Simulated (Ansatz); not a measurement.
# Geometry relaxation, with input and output: Si2H6

The run: geometry relaxation of Si2H6, SMILES [SiH3][SiH3]. Method and program: RKS PBE-D4/def2-SVP (Ansatz 0.2.0).

It belongs to a series of runs on one base structure; here: start relaxed. Figures and captions count atoms from 1; the log counts them from 0 in places.

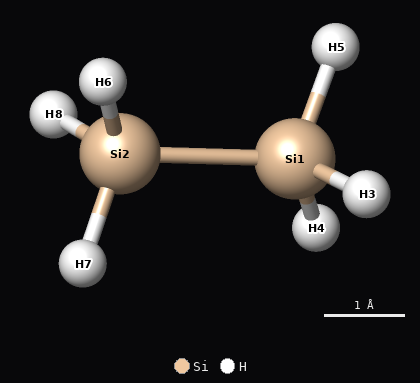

**Figure 1.** The input geometry (ball-and-stick view, seen at a tilt; atoms are numbered from 1 in the order of the input). Bond lengths as drawn: H–Si 1.45 to 1.54 Å and Si–Si 2.26 Å.

Key numbers:

```json
{"quantity": "outcome", "value": "converged"}
{"quantity": "total energy", "value": "−15838.9728 eV"}
{"quantity": "mean-field energy", "value": "−15838.8436 eV"}
{"quantity": "largest force (length of the vector) at the end", "value": "0.004 eV/Å"}
{"quantity": "hardware", "value": "1 thread of AMD EPYC (Zen 3), 12 GiB of memory available, shared host"}
{"quantity": "wall time", "value": "3.5 s"}
{"quantity": "peak memory", "value": "0.1 GiB"}
```

Input file:
```yaml
crystal:
  periodic: [false, false, false]
  atoms:
    - { symbol: Si, position_ang: [-0.3054, 0.445, -0.9708] }
    - { symbol: Si, position_ang: [0.3349, -0.5051, 0.9748] }
    - { symbol: H, position_ang: [0.7807, 0.9443, -1.8016] }
    - { symbol: H, position_ang: [-1.0691, -0.4536, -1.8123] }
    - { symbol: H, position_ang: [-1.2073, 1.6681, -0.719] }
    - { symbol: H, position_ang: [1.1277, 0.4678, 1.8005] }
    - { symbol: H, position_ang: [1.2208, -1.6855, 0.6984] }
    - { symbol: H, position_ang: [-0.7902, -0.938, 1.7742] }
basis:
  gaussian: { orbitals: def2-SVP }
hamiltonian:
  xc: pbe
  dispersion: d4
relax:
  f_tol: 0.02
  max_steps: 40
scf:
  lower_state_search: "off"
```

Command:
```bash
ansatz run input.yaml --threads 1 --pin off --max-ram 2048MiB --backend cpu --events-out ev --progress --plain --runs-dir out
```

Output:
```
The last accepted step is kept in [file] (removed where the run ends without a failure and the disk answers)
Engine: ansatz 0.2.0, x86_64-unknown-linux-gnu
Functional definition: PBE
  parameter kappa = 0.804
  parameter beta = 0.06672455060314922
  exchange = pbe_x(kappa = kappa, mu = beta*pi^2/3)
  correlation = pbe_c(beta = beta)
these checks for a lower state are left out or cut short: stability, starts, cluster_reference, orbital_swaps, neighbouring_geometries, increment
740 factors; their error is unknown
mean field evaluation 1: about -15837.7501 eV, gradient 1.4e1 eV
mean field evaluation 2: about -15838.5629 eV, gradient 6.3e0 eV
mean field evaluation 4: about -15838.7393 eV, gradient 1.4e-1 eV
mean field evaluation 8: about -15838.6752 eV, gradient 2.2e-2 eV
mean field evaluation 16: about -15838.6752 eV, gradient 8.7e-7 eV
mean field -15838.67522137 eV, -582.0605785456 hartree, gradient 8.7e-7 eV, S^2 0.000000; 0 other end points of the search recorded, 0 dependent functions left out
the calculation of the forces begins
reference -15838.67525473 eV, -582.0605797717 hartree; 17, 17 occupied and 49, 49 virtual orbitals, 740 factors
relax step   1: F+E_penalty+E_count = -15838.80620987 eV  Δ(F+E_penalty+E_count) = +0.000e0 eV  max|allowed force component| = 1.424e0 eV/Å  Δτ_max = 0.0000 Å  (13 SCF iters, accepted)
these checks for a lower state are left out or cut short: stability, starts, cluster_reference, orbital_swaps, neighbouring_geometries, increment
740 factors; their error is unknown
mean field -15838.83091431 eV, -582.0663001556 hartree, gradient 1.5e-6 eV, S^2 0.000000; 0 other end points of the search recorded, 0 dependent functions left out
the calculation of the forces begins
reference -15838.83094782 eV, -582.0663013870 hartree; 17, 17 occupied and 49, 49 virtual orbitals, 740 factors
relax step   2: F+E_penalty+E_count = -15838.96088898 eV  Δ(F+E_penalty+E_count) = -1.547e-1 eV  max|allowed force component| = 3.234e-1 eV/Å  Δτ_max = 0.0743 Å  (16 SCF iters, accepted)
these checks for a lower state are left out or cut short: stability, starts, cluster_reference, orbital_swaps, neighbouring_geometries, increment
740 factors; their error is unknown
mean field -15838.84263277 eV, -582.0667308011 hartree, gradient 1.5e-6 eV, S^2 0.000000; 0 other end points of the search recorded, 0 dependent functions left out
the calculation of the forces begins
reference -15838.84266648 eV, -582.0667320399 hartree; 17, 17 occupied and 49, 49 virtual orbitals, 740 factors
relax step   3: F+E_penalty+E_count = -15838.97150744 eV  Δ(F+E_penalty+E_count) = -1.062e-2 eV  max|allowed force component| = 2.884e-2 eV/Å  Δτ_max = 0.0562 Å  (16 SCF iters, accepted)
these checks for a lower state are left out or cut short: stability, starts, cluster_reference, orbital_swaps, neighbouring_geometries, increment
740 factors; their error is unknown
mean field evaluation 32: about -15838.9110 eV, gradient 3.3e-4 eV
mean field -15838.84355922 eV, -582.0667648477 hartree, gradient 1.5e-6 eV, S^2 0.000000; 0 other end points of the search recorded, 0 dependent functions left out
the calculation of the forces begins
reference -15838.84359287 eV, -582.0667660841 hartree; 17, 17 occupied and 49, 49 virtual orbitals, 740 factors
relax step   4: F+E_penalty+E_count = -15838.97279997 eV  Δ(F+E_penalty+E_count) = -1.293e-3 eV  max|allowed force component| = 3.623e-3 eV/Å  Δτ_max = 0.0146 Å  (17 SCF iters, accepted)
```

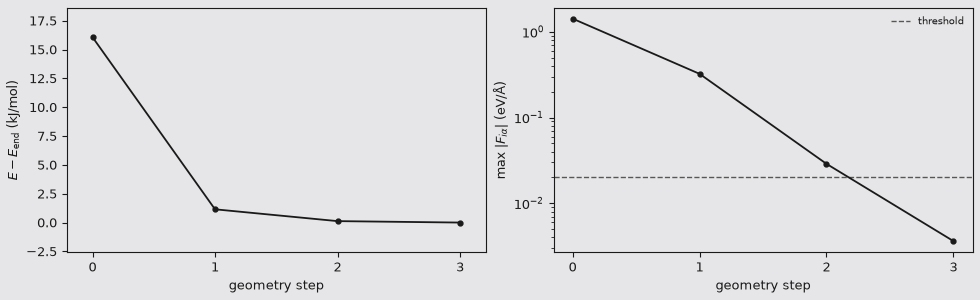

**Figure 2.** Progress of the relaxation, step by step (the first geometry is step 0 here and step 1 in the log).

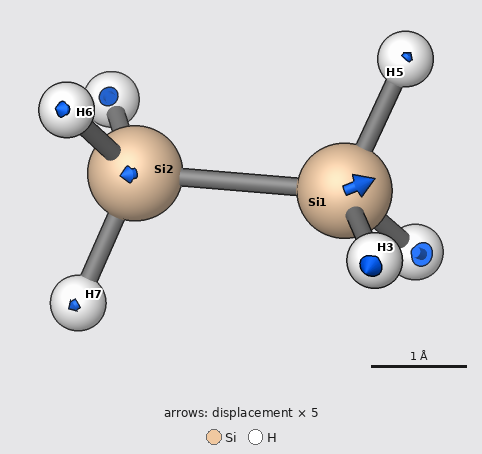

**Figure 3.** The starting structure with the displacements as blue arrows, magnified 5 times (ball-and-stick view, seen at a tilt). The two geometries are laid on each other by the best rigid fit. Over 3 geometry steps the energy falls by 16.1 kJ/mol. The largest force component goes from 1.4 to 0.0036 eV/Å. Si1 moves most after the best rigid fit: 0.073 Å. By element the largest moves are Si 0.073 Å, H 0.072 Å. Among the contacts that change: Si1–Si2 2.258 → 2.353 Å, Si1–H4 1.449 → 1.506 Å, Si1–H3 1.456 → 1.506 Å, Si1–H5 1.540 → 1.506 Å. Among the angles that change: Si2–Si1–H3 115.1° → 110.3°, H3–Si1–H5 104.9° → 108.6°, H3–Si1–H4 105.9° → 108.6°. (Atoms are counted from 1 in the order of the input.)

```
Total energy: -15838.97283361 eV, -582.0715155938 hartree
Atom 0 at    -0.342963     0.492794    -1.010998 Å, force     0.002708     0.000731    -0.001697 eV/Å
Atom 1 at     0.366058    -0.507884     0.996689 Å, force    -0.003256     0.000930     0.001297 eV/Å
Atom 2 at     0.845451     0.959680    -1.808793 Å, force     0.001902    -0.000211    -0.000874 eV/Å
Atom 3 at    -1.122386    -0.492561    -1.840711 Å, force    -0.000357    -0.002512     0.001806 eV/Å
Atom 4 at    -1.223070     1.679285    -0.720293 Å, force    -0.000456     0.000424     0.002623 eV/Å
Atom 5 at     1.152990     0.476541     1.820323 Å, force     0.000960     0.002457    -0.000206 eV/Å
Atom 6 at     1.238859    -1.700275     0.708410 Å, force     0.000737    -0.000463    -0.003623 eV/Å
Atom 7 at    -0.822838    -0.964580     1.799573 Å, force    -0.002239    -0.001356     0.000674 eV/Å
Dipole moment:     0.000044    -0.000367    -0.000104 e Å
Checks for a lower state left out: stability, starts, cluster_reference, orbital_swaps, neighbouring_geometries, increment
```

Trajectory as extended XYZ (Å, eV, eV/Å), 4 frames, from step=1 to step=4:
```
8
Properties=species:S:1:pos:R:3:forces:R:3 step=1 energy=-15838.80621
Si   -0.3054    0.4450   -0.9708   -0.9442   1.4243  -0.0053
Si    0.3349   -0.5051    0.9748    1.2517  -0.1008   0.3500
H     0.7807    0.9443   -1.8016    0.8776   0.2472  -0.3917
H    -1.0691   -0.4536   -1.8123   -0.5977  -0.7983  -0.5411
H    -1.2073    1.6681   -0.7190    0.2596  -0.4054   0.0393
H     1.1277    0.4678    1.8005    0.0447   0.0822   0.0119
H     1.2208   -1.6855    0.6984    0.0338  -0.1006  -0.0094
H    -0.7902   -0.9380    1.7742   -0.9255  -0.3487   0.5463
8
Properties=species:S:1:pos:R:3:forces:R:3 step=2 energy=-15838.96089
Si   -0.3452    0.4846   -1.0048   -0.0930   0.3234   0.1136
Si    0.3655   -0.5049    0.9817    0.2737   0.0053   0.0250
H     0.8511    0.9420   -1.7778    0.0951   0.0826  -0.1336
H    -1.1166   -0.4912   -1.8248   -0.1381  -0.1684  -0.1645
H    -1.2335    1.6765   -0.7018    0.1203  -0.1356  -0.0511
H     1.1531    0.4838    1.8003   -0.0100  -0.0018   0.0106
H     1.2391   -1.7013    0.7108   -0.0062   0.0048  -0.0187
H    -0.8214   -0.9465    1.7605   -0.2419  -0.1104   0.2187
8
Properties=species:S:1:pos:R:3:forces:R:3 step=3 energy=-15838.97151
Si   -0.3435    0.4940   -1.0146   -0.0013   0.0042  -0.0012
Si    0.3665   -0.5097    0.9996    0.0039  -0.0008   0.0051
H     0.8391    0.9658   -1.8201    0.0067  -0.0140   0.0288
H    -1.1245   -0.4844   -1.8526    0.0087  -0.0134   0.0275
H    -1.2257    1.6820   -0.7308    0.0115  -0.0151   0.0228
H     1.1557    0.4694    1.8294   -0.0105   0.0104  -0.0272
H     1.2407   -1.7047    0.7218   -0.0101   0.0152  -0.0272
H    -0.8163   -0.9694    1.8115   -0.0089   0.0136  -0.0286
8
Properties=species:S:1:pos:R:3:forces:R:3 step=4 energy=-15838.97280
Si   -0.3430    0.4928   -1.0110    0.0027   0.0007  -0.0017
Si    0.3661   -0.5079    0.9967   -0.0033   0.0009   0.0013
H     0.8455    0.9597   -1.8088    0.0019  -0.0002  -0.0009
H    -1.1224   -0.4926   -1.8407   -0.0004  -0.0025   0.0018
H    -1.2231    1.6793   -0.7203   -0.0005   0.0004   0.0026
H     1.1530    0.4765    1.8203    0.0010   0.0025  -0.0002
H     1.2389   -1.7003    0.7084    0.0007  -0.0005  -0.0036
H    -0.8228   -0.9646    1.7996   -0.0022  -0.0014   0.0007
```
